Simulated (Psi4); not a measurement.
**S2O (SMILES O=S=S) at 3 levels**

Aim: a comparison of 3 runs (HF/6-31G, CEPA(1)/cc-pVDZ, CCSD(T)/6-311G**) of S2O. 

Program for the calculation: Psi4 1.11.

1 further run of the same task is left out (set aside as unsound or not needed).

**1. The structure to begin with**

The species is S2O (3 atoms), meant as a singlet with charge 0. As SMILES, `O=S=S`. The coordinates come from a GFN2-xTB relaxation.

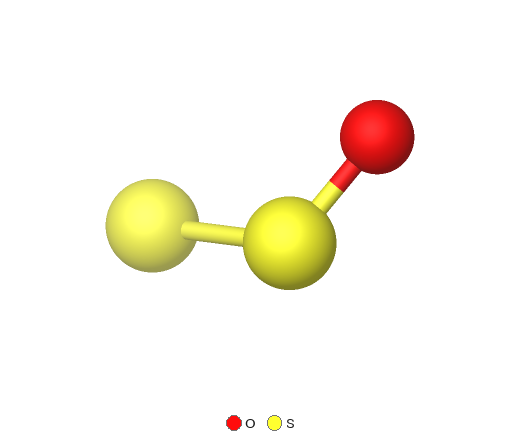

The structure, seen from a chosen angle (oxygen red, sulfur yellow).

**2. Energy and gradient at HF/6-31G (run 1)**

calc.dat

```
memory 1600 MB

molecule m {
  0 1
  O
  S 1 r2
  S 2 r3 1 a3

  r2 = 1.448464
  r3 = 1.9095
  a3 = 114.57094
  symmetry c1
  no_reorient
  no_com
}

set basis 6-31G
set puream true
set e_convergence 1e-09
set d_convergence 1e-08
set scf_type pk

E, wfn = gradient('hf', return_wfn=True)
oeprop(wfn, 'QUADRUPOLE', 'WIBERG_LOWDIN_INDICES', 'LOWDIN_CHARGES', title='HF')
```

Run with:

```sh
$ psi4 -i calc.dat -o calc.out -n 1
```

calc.out:

```text
[...]
  Running in c1 symmetry.
[...]
  Nuclear repulsion =  141.589668845993202
[...]
  Multiplicity = 1
[...]
  Nalpha       = 20
  Nbeta        = 20
[...]
    Number of basis functions: 35
[...]
   @RHF iter   1:  -869.48245156380005    1.09936e-01   1.30436e-02 ADIIS/DIIS
[...]
   @RHF iter  13:  -869.60762920105549   -2.16005e-12   5.23053e-09 DIIS
[...]
    Orbital Energies [Eh]
    ---------------------
    Doubly Occupied:
       1A    -92.160214     2A    -91.985149     3A    -20.642029
       4A     -9.182133     5A     -9.008928     6A     -6.863660
       7A     -6.857902     8A     -6.857630     9A     -6.690786
      10A     -6.685785    11A     -6.683757    12A     -1.495249
      13A     -1.121548    14A     -0.836311    15A     -0.663830
      16A     -0.634199    17A     -0.634070    18A     -0.463532
      19A     -0.410134    20A     -0.407954
[...]
  @RHF Final Energy:  -869.60762920105549
   => Energetics <=
    Nuclear Repulsion Energy =            141.5896688459932022
    One-Electron Energy =               -1481.8249953262229610
    Two-Electron Energy =                 470.6276972791743560
    Total Energy =                       -869.6076292010554880
[...]
  -Total Gradient:
     Atom            X                  Y                   Z
    ------   -----------------  -----------------  -----------------
       1        0.000924465408    -0.162735722663    -0.000000000000
       2        0.063016357737     0.132729465978    -0.000000000000
       3       -0.063940823146     0.030006256687     0.000000000000
[...]
 Multipole Moments:
 ------------------------------------------------------------------------------------
     Multipole            Electronic (a.u.)      Nuclear  (a.u.)        Total (a.u.)
 ------------------------------------------------------------------------------------
 L = 1.  Multiply by 2.5417464519 to convert [e a0] to [Debye]
 Dipole X            :         -0.5542575            0.0058321           -0.5484255
 Dipole Y            :         -0.7181292           -0.0123954           -0.7305247
 Dipole Z            :          0.0000000            0.0000000            0.0000000
 Magnitude           :                                                    0.9134751
 L = 2.  Multiply by 1.3450342976 to convert [e a0^2] to [Debye ang]
 Quadrupole XX       :       -127.6844282          103.3863509          -24.2980773
 Quadrupole XY       :         77.6150930          -76.0149079            1.6001851
[...]
```

It took 2.7 s on 1 thread of Intel Xeon Platinum 8175M at 2.50GHz (Skylake/Cascade Lake), shared host; peak memory 0.19 GiB.

**3. The energy at CEPA(1)/cc-pVDZ (density fitting) (run 2)**

os2.xyz

```xyz
3
OS2
O      0.431370     1.195520     0.483120
S      0.559470    -0.210460     0.159300
S     -0.990830    -0.985060    -0.642420
```

calc.py

```python
import psi4

psi4.set_memory('1600 MB')
psi4.set_num_threads(1)
psi4.set_output_file('run.log', False)

with open('os2.xyz') as f:
    atoms = ''.join(f.readlines()[2:])
m = psi4.geometry('0 1\n' + atoms + '')

psi4.set_options({
    'basis': 'cc-pVDZ',
    'reference': 'rhf',
    'scf_type': 'df',
    'freeze_core': True,
})

result = psi4.energy("cepa(1)")
print('E =', round(result, 9))
```

Run with:

```sh
$ python calc.py
```

run.log:

```text
[...]
  Running in cs symmetry.
[...]
  Nuclear repulsion =  141.589658025273081
[...]
  Multiplicity = 1
[...]
  Nalpha       = 20
  Nbeta        = 20
[...]
    Number of basis functions: 50
[...]
   @DF-RHF iter   1:  -869.74508967171369   -1.14484e-01   1.18902e-02 ADIIS/DIIS
[...]
   @DF-RHF iter  14:  -869.84554462121025   -6.82121e-13   3.03422e-09 DIIS
[...]
    Orbital Energies [Eh]
    ---------------------
    Doubly Occupied:
       1Ap   -92.155940     2Ap   -91.985777     3Ap   -20.610903
       4Ap    -9.145387     5Ap    -8.990125     6Ap    -6.826766
       1App   -6.824912     7Ap    -6.823207     8Ap    -6.671484
       2App   -6.669004     9Ap    -6.666996    10Ap    -1.445931
      11Ap    -1.076910    12Ap    -0.818871    13Ap    -0.642325
      14Ap    -0.632277     3App   -0.611204    15Ap    -0.451025
       4App   -0.404994    16Ap    -0.397729
[...]
  @DF-RHF Final Energy:  -869.84554462121025
   => Energetics <=
    Nuclear Repulsion Energy =            141.5896580252730814
    One-Electron Energy =               -1483.1668714627808185
    Two-Electron Energy =                 471.7316688162973719
    Total Energy =                       -869.8455446212103652
[...]
 Multipole Moments:
 ------------------------------------------------------------------------------------
     Multipole            Electronic (a.u.)      Nuclear  (a.u.)        Total (a.u.)
 ------------------------------------------------------------------------------------
 L = 1.  Multiply by 2.5417464519 to convert [e a0] to [Debye]
 Dipole X            :          0.4481146           -0.0058035            0.4423111
 Dipole Y            :         -0.6526688           -0.0124088           -0.6650776
 Dipole Z            :          0.0000000            0.0000000            0.0000000
 Magnitude           :                                                    0.7987286
[...]
      * SCS-MP2 total energy:                 -870.293030986524
[...]
      * MP2 total energy:                     -870.311721364336
[...]
```

Standard output:

```text
E = -870.33132277
```

Run time: 7.8 s. Hardware: 1 thread of Intel Xeon Platinum 8175M at 2.50GHz (Skylake/Cascade Lake), shared host; peak memory 0.25 GiB.

**4. The energy at CCSD(T)/6-311G(d,p) (run 3)**

calc.inp

```
memory 1.6 GB

molecule {
  O      0.81517116     2.25920538     0.91296449
  S      1.05724507    -0.39771176     0.30103337
  S     -1.87239734    -1.86149362    -1.21399786
  units bohr
  symmetry c1
}

set {
  reference rhf
  puream true
  e_convergence 1e-09
  d_convergence 1e-08
  scf_type pk
  num_frozen_docc 11
}

e_tot = energy('ccsd(t)/6-311G**')
print_variables()
```

Run with:

```sh
$ psi4 calc.inp calc.out -n 1
```

calc.out:

```text
[...]
  Running in c1 symmetry.
[...]
  Nuclear repulsion =  141.589657942115309
[...]
  Multiplicity = 1
[...]
  Nalpha       = 20
  Nbeta        = 20
[...]
    Number of basis functions: 70
[...]
   @RHF iter   1:  -869.76127547786984   -1.59285e-01   7.41001e-03 DIIS/ADIIS
[...]
   @RHF iter  14:  -869.86412732769304   -2.38742e-12   2.62412e-09 DIIS
[...]
    Orbital Energies [Eh]
    ---------------------
    Doubly Occupied:
       1A    -92.156666     2A    -91.994632     3A    -20.611886
       4A     -9.147754     5A     -8.997613     6A     -6.829342
       7A     -6.827726     8A     -6.826535     9A     -6.679546
      10A     -6.676950    11A     -6.675534    12A     -1.452100
      13A     -1.085751    14A     -0.824582    15A     -0.649415
      16A     -0.639808    17A     -0.618383    18A     -0.460222
      19A     -0.408285    20A     -0.403384
[...]
  @RHF Final Energy:  -869.86412732769304
   => Energetics <=
    Nuclear Repulsion Energy =            141.5896579421153092
    One-Electron Energy =               -1482.9753484728209969
    Two-Electron Energy =                 471.5215632030127040
    Total Energy =                       -869.8641273276930406
[...]
 Multipole Moments:
 ------------------------------------------------------------------------------------
     Multipole            Electronic (a.u.)      Nuclear  (a.u.)        Total (a.u.)
 ------------------------------------------------------------------------------------
 L = 1.  Multiply by 2.5417464519 to convert [e a0] to [Debye]
 Dipole X            :          0.5201908           -0.0058035            0.5143873
 Dipole Y            :         -0.6770768           -0.0124088           -0.6894856
 Dipole Z            :         -0.0000000           -0.0000000           -0.0000000
 Magnitude           :                                                    0.8602237
[...]
      * MP2 total energy                      = -870.345020873415478
[...]
      * CCSD total energy                     = -870.350499066291604
[...]
      * CCSD(T) total energy                  = -870.376616834261768
[...]
```

It took 14 s on 1 thread of Intel Xeon Platinum 8175M at 2.50GHz (Skylake/Cascade Lake), shared host; peak memory 0.35 GiB.

**5. All runs side by side**

```tsv
run	level	task	integrals	energy (Eh)	HOMO energy (eV)	LUMO energy (eV)	HOMO–LUMO gap (eV)	wall time
1	HF/6-31G	gradient	pk	-869.607629	-11.10	-1.60	9.51	2.7 s
2	CEPA(1)/cc-pVDZ (density fitting)	energy	df	-870.331323	-10.82	-0.67	10.15	7.8 s
3	CCSD(T)/6-311G**	energy	pk	-870.376617	-10.98	-1.00	9.98	14 s
```

**6. Outcome**

```
                                           quantity          value
                                run 3: total energy  -870.37662 Eh
         run 3: HOMO energy (Hartree–Fock orbitals)      -10.98 eV
         run 3: LUMO energy (Hartree–Fock orbitals)       -1.00 eV
       run 3: HOMO–LUMO gap (Hartree–Fock orbitals)        9.98 eV
run 3: correlation energy (11 core orbitals frozen)     -512.5 mEh
                              run 3: (T) correction     -26.12 mEh
                               run 3: T1 diagnostic          0.024
```

All runs together took 24 s, the longest 14 s.
